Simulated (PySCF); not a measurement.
GeF (doublet)

```xyz
2

Ge    0.0000    0.0000   -0.3596
F     0.0000    0.0000    1.3994
```

Theory: PBE0/cc-pVTZ(-PP), non-relativistic Hamiltonian with scalar-relativistic core potentials where named, at a bond length of 1.759 Å in PySCF 2.14.0.

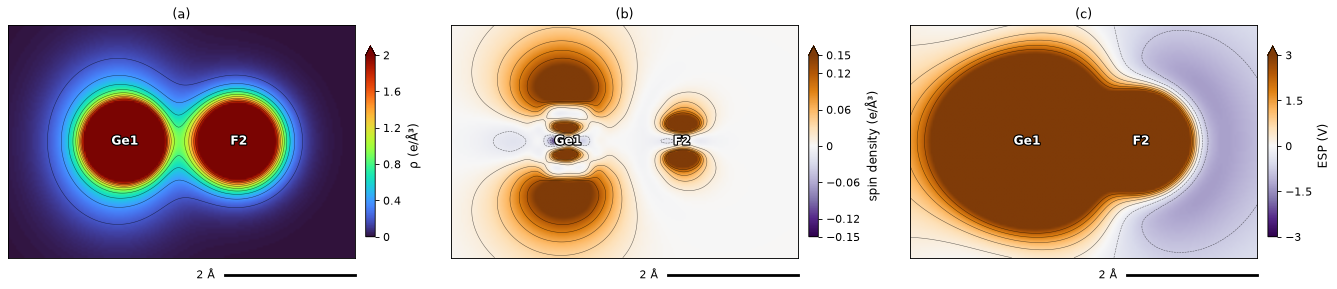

Figure 1. (a) total electron density; (b) spin density; (c) electrostatic potential on a plane that holds the molecular axis.

Read the bonding off the picture.

Answer. The plane passes through Ge and F nuclei. Ge–F (1.76 Å): the density is about 0.92 e/Å³ at the midpoint. The unpaired spin (1 electron) lies mostly on Ge1 (about 0.9), in electrons by Hirshfeld's partition. Outside the dense part of the molecule the potential is most negative (−1.3 V) near F2.

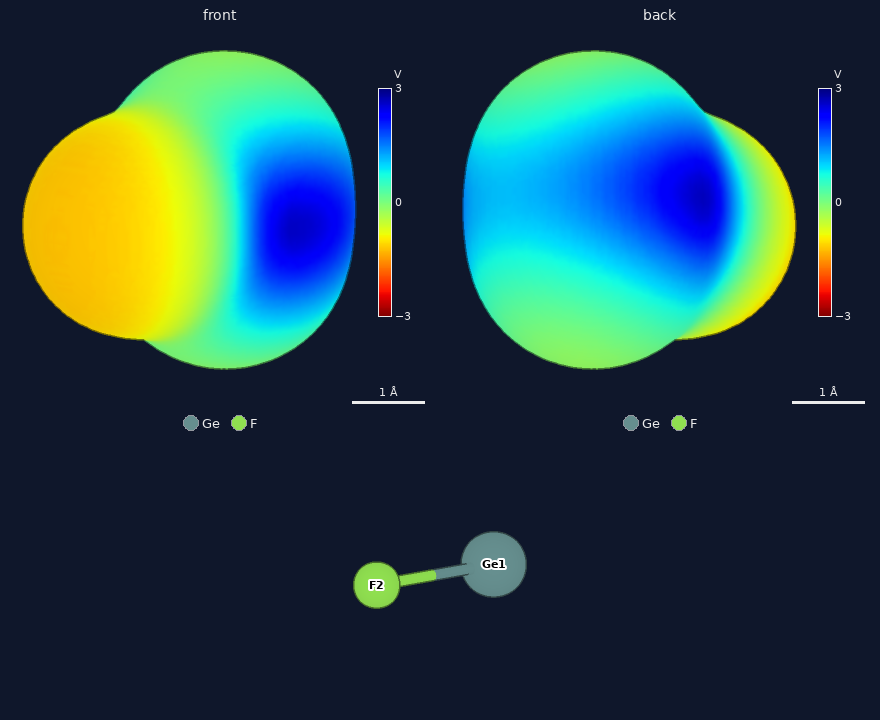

Figure 2. The electrostatic potential painted on the density surface at 0.002 e/bohr³, seen from the front and from behind; the colour scale runs from red (negative) to blue (positive). The bare structure is drawn below in the same view.

Describe the electrostatic potential map.

Answer. The most negative region (about −1.2 V, or −28 kcal/mol for a unit charge) lies over F2, the most positive (about +2.6 V, or +60 kcal/mol for a unit charge) over Ge1.
